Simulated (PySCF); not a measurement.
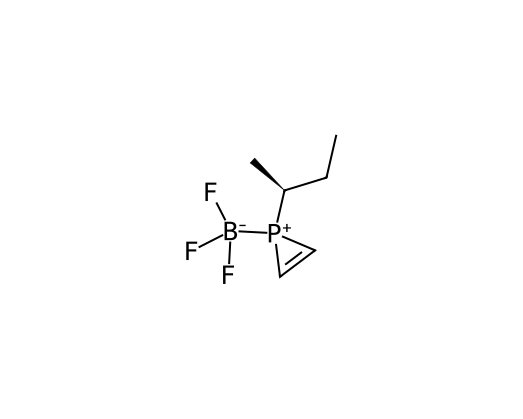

A structural formula.

Give its SMILES.

CC[C@H](C)[P+]1([B-](F)(F)F)C=C1

What is the molecular formula?

C6H11BF3P.

An optimisation with GFN2-xTB gave a structure of which point group?

C1.

More results for the same structure follow; atom numbers are the same in all pictures, views and colours differ. The computed structure is the end point of a GFN2-xTB optimisation. No frequency run is at hand to confirm it as a minimum.

**Dipole moment**

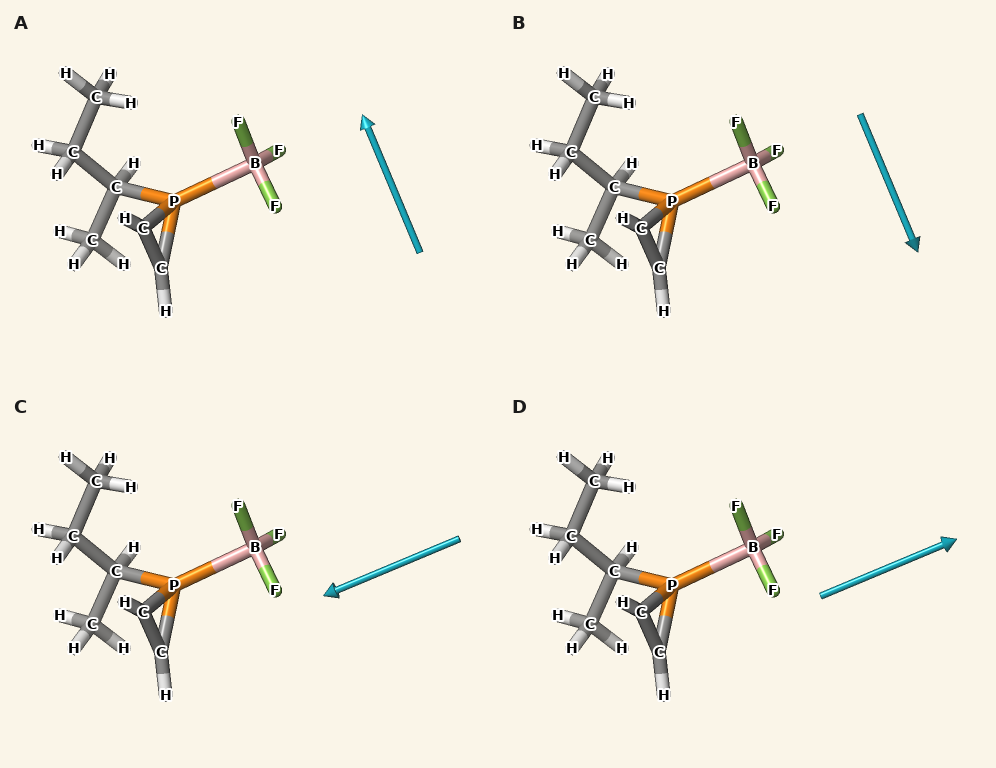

The same molecule four times, each with an arrow. No frequency run is at hand to confirm it as a minimum. Properties computed with PBE0/pcSseg-1, gas phase (PySCF 2.14.0).

Which arrow points along the dipole moment, from the negative to the positive end?

C. The dipole moment is 5.95 D.

**Ring current**

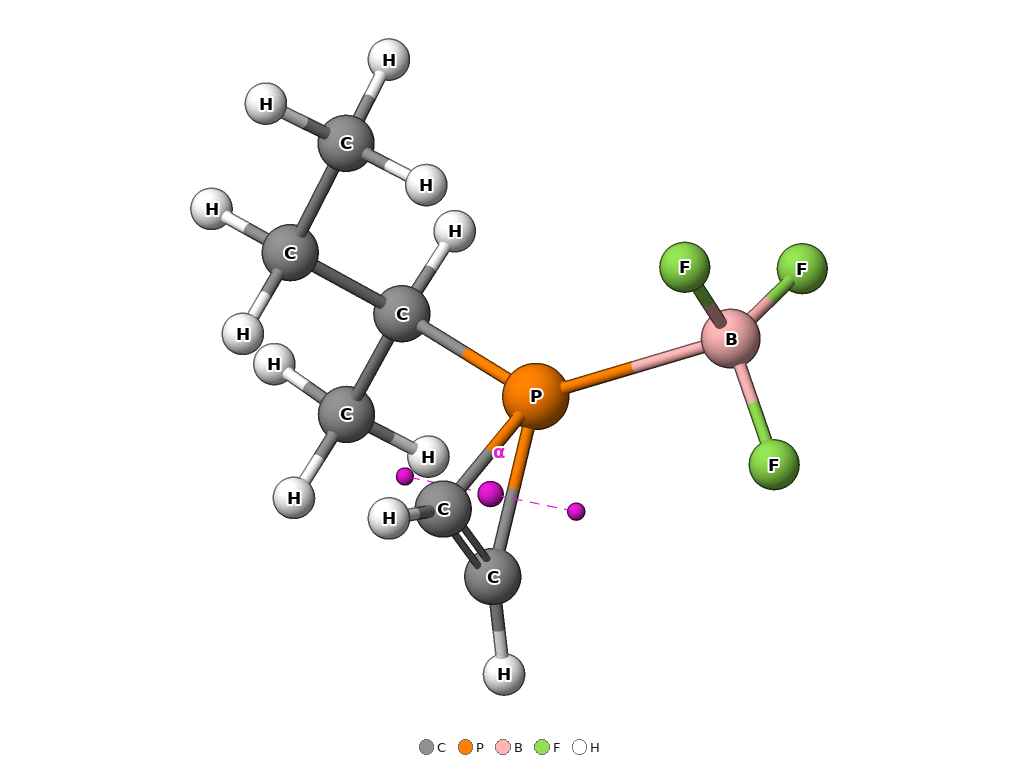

The small points mark where nucleus-independent chemical shifts (NICS) were computed: at the centre of each lettered ring and 1 Å above and below it. No frequency run is at hand to confirm it as a minimum. Level of theory: GIAO PBE0/pcSseg-1 NMR shielding, non-relativistic, gas phase (PySCF 2.14.0).

Give NICS(0), NICS(1) and the out-of-plane component NICS(1)zz for each ring (means of the two sides).

| ring | members | NICS(0) | NICS(1) | NICS(1)zz |
| --- | --- | --- | --- | --- |
| α | C2P | −26.4 | −10.1 | −21.4 |

Values in ppm.

**Quadrupole coupling**

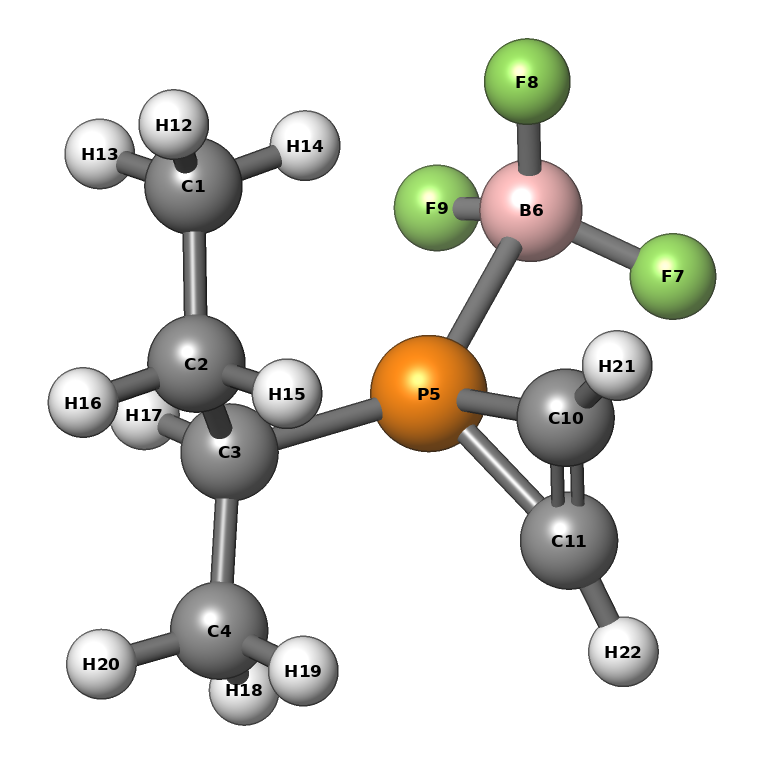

No frequency run is at hand to confirm it as a minimum. Electric field gradients from the ground-state density, PBE0/pcSseg-1 (PySCF 2.14.0), non-relativistic apart from any core potentials.

Give the largest field-gradient component, the quadrupole coupling constant and the asymmetry for 11B at B6 (Q = 40.59 mb), 2H at H12 (Q = 2.86 mb), 2H at H13 (Q = 2.86 mb), 2H at H14 (Q = 2.86 mb), 2H at H15 (Q = 2.86 mb).

| atom | V_zz (a.u.) | e²qQ/h (MHz) | η |
| --- | --- | --- | --- |
| B6 | 0.194 | 1.85 | 0.05 |
| H12 | 0.316 | 0.213 | 0.02 |
| H13 | 0.314 | 0.211 | 0.02 |
| H14 | 0.301 | 0.203 | 0.04 |
| H15 | 0.300 | 0.202 | 0.02 |

**Charges**

The questions are on Mulliken charges. No frequency run is at hand to confirm it as a minimum. Level of theory: PBE0/pcSseg-1, gas phase (PySCF 2.14.0).

List the Mulliken charges.

```
atom  value (e)
  C1      −0.27
  C2      −0.23
  C3      −0.52
  C4      −0.18
  P5       0.21
  B6       0.90
  F7      −0.33
  F8      −0.34
  F9      −0.33
 C10      −0.15
 C11      −0.16
 H12       0.12
 H13       0.12
 H14       0.14
 H15       0.12
 H16       0.13
 H17       0.16
 H18       0.13
 H19       0.12
 H20       0.13
 H21       0.12
 H22       0.11
```

Mulliken values depend strongly on the basis set and can even reverse the polarity of a bond. The geometry is semi-empirical. Around B, P such bond lengths and angles can be off by a tenth of an ångström or more and by several degrees, and values that hang on the shape move with them.
